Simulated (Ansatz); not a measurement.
```cif
data_structure
_symmetry_space_group_name_H-M 'P 1'
_symmetry_Int_Tables_number 1
_cell_length_a 15.3227
_cell_length_b 4.8168
_cell_length_c 4.2451
_cell_angle_alpha 90.000
_cell_angle_beta 105.871
_cell_angle_gamma 90.000
_cell_volume 301.38
loop_
_atom_site_label
_atom_site_type_symbol
_atom_site_fract_x
_atom_site_fract_y
_atom_site_fract_z
_atom_site_occupancy
K1 K 0.37958 0.50000 0.21193 1
K2 K 0.87958 0.00000 0.21193 1
Cu1 Cu 0.07206 0.75180 0.90538 1
Cu2 Cu 0.57206 0.25180 0.90538 1
Cu3 Cu 0.07206 0.24820 0.90538 1
Cu4 Cu 0.57206 0.74820 0.90538 1
Cu5 Cu 0.11200 0.00000 0.44478 1
Cu6 Cu 0.61200 0.50000 0.44478 1
Cu7 Cu 0.07409 0.50000 0.40730 1
Cu8 Cu 0.57409 0.00000 0.40730 1
I1 I 0.29222 0.00000 0.62525 1
I2 I 0.79222 0.50000 0.62525 1
```

Space group Cm; a structure from a database of computed crystals, not necessarily the ambient phase; a generated structure, not necessarily the stable one; changed on purpose from its base cell (the structure that the rattled cell fell into); computed without spin polarisation.

Theory: DFT PBE, scalar-relativistic, plane waves, PAW in Ansatz.

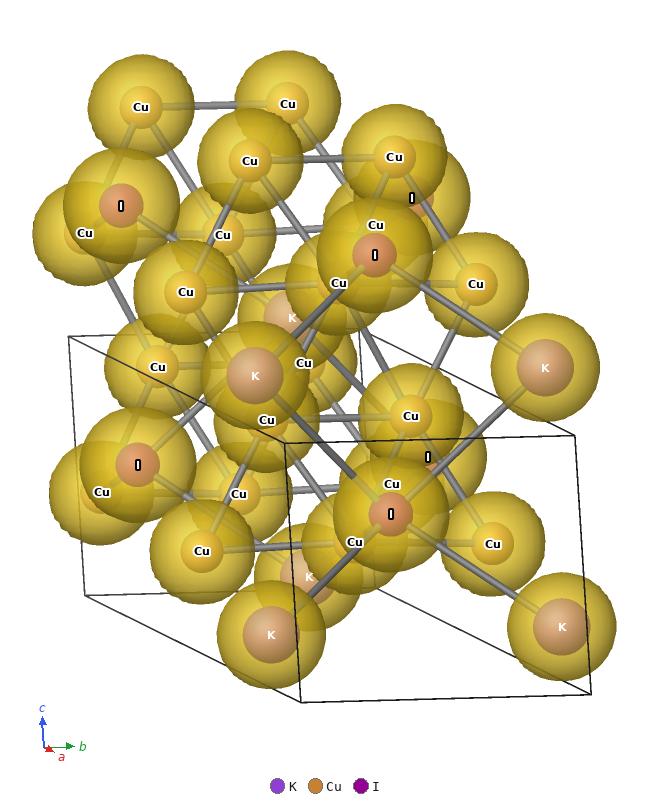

KCu4I. Isosurface of the valence electron density at 0.8 e/Å³ (yellow), seen slightly off an axis. Sticks mark near contacts.

In a PAW calculation such maps are meaningful between the atoms, not at the nuclei.

### What does this surface tell about the bonding?

At this value the density breaks into separate islands; it holds about 80 % of the electrons treated as valence (semicore included). It bridges none of the near contacts. It is pinched off along the shortest Cu–Cu (2.39 Å), Cu–I (2.66 Å), K–I (3.46 Å) and Cu–Cu (2.44 Å) contacts. On the grid the lowest density along these lines, outside the cores, is 0.36 e/Å³ (Cu–Cu, 2.39 Å), 0.34 e/Å³ (Cu–I, 2.66 Å), 0.06 e/Å³ (K–I, 3.46 Å) and 0.33 e/Å³ (Cu–Cu, 2.44 Å).
